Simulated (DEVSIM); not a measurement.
Device: abrupt Si n-p junction, at 400 K.

| layer (left to right) | material | thickness (μm) | Nd (cm⁻³) | Na (cm⁻³) | τn (s) | τp (s) |
|---|---|---|---|---|---|---|
| 1 | Si | 0.820 | 1.8e17 | - | 8.5e-5 | 8.5e-5 |
| 2 | Si | 1.40 | - | 3.8e15 | 8.5e-5 | 8.5e-5 |

Left contact: ohmic. Right contact: ohmic. Voltage is applied to the left contact. Recombination: SRH at mid-gap, radiative, Auger. Mobility is constant in doping.

The device is made up for the run: typed textbook-type constants, with dimensions and the other settings drawn at random. Values at 300 K; Nc and Nv go as T^1.5, mobilities as T to minus their exponent, the gap by Varshni's rule with the affinity fixed.

```
parameter               Si
----------------  --------
gap (eV)             1.124
affinity (eV)         4.05
permittivity          11.7
Nc (cm⁻³)          2.86e19
Nv (cm⁻³)           3.1e19
μn (cm²/Vs)           1417
μp (cm²/Vs)            470
T exponent of μn       2.3
T exponent of μp       2.2
B (cm³/s)          4.7e-15
Cn (cm⁶/s)         2.8e-31
Cp (cm⁶/s)         9.9e-32
Varshni α (eV/K)  0.000473
Varshni β (K)          636
```

Simulated with DEVSIM: 1D drift-diffusion, Boltzmann statistics, complete ionisation; no tunnelling, impact ionisation, image-force lowering or self-heating.

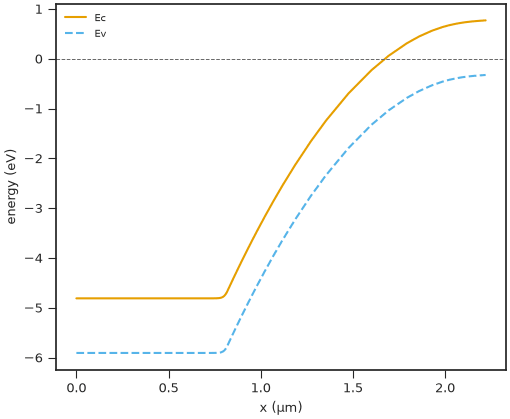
*Band edges at 5.0 V on the left contact*

Energies count from the Fermi level of the right contact; mesh points crowd at the junctions.

```tsv
x (μm)	Ec (eV)	Ev (eV)	n (cm⁻³)	p (cm⁻³)	field (V/cm)
0.000	-4.810	-5.907	1.8e17	1.8e8	≈ 0
0.01818	-4.810	-5.907	1.8e17	1.7e8	≈ 0
0.04930	-4.810	-5.907	1.8e17	1.7e8	≈ 0
0.1026	-4.810	-5.907	1.8e17	1.6e8	≈ 0
0.2301	-4.810	-5.907	1.8e17	1.3e8	≈ 0
0.4100	-4.810	-5.907	1.8e17	8.6e7	≈ 0
0.5911	-4.810	-5.907	1.8e17	4.5e7	≈ 0
0.7228	-4.810	-5.907	1.8e17	1.5e7	47
0.7738	-4.806	-5.902	1.6e17	4800000	4200
0.8020	-4.762	-5.858	4.4e16	1600000	36000
0.8200	-4.658	-5.755	2.2e15	980000	80000
0.8477	-4.440	-5.536	3.8e12	1000000	78000
0.8864	-4.142	-5.238	1.1e9	1000000	76000
0.9536	-3.646	-4.742	4.6e8	1100000	72000
1.117	-2.550	-3.646	5.3e8	1300000	62000
1.354	-1.240	-2.337	6.7e8	1800000	48000
1.695	0.063	-1.034	1.1e9	7800000	28000
1.928	0.562	-0.534	2.1e9	8.8e12	15000
2.095	0.726	-0.370	4.5e9	1.0e15	5500
2.159	0.754	-0.343	6.3e9	2.3e15	3400
2.193	0.764	-0.332	7.6e9	3.1e15	2800
2.220	0.771	-0.325	8.5e9	3.8e15	2600
```
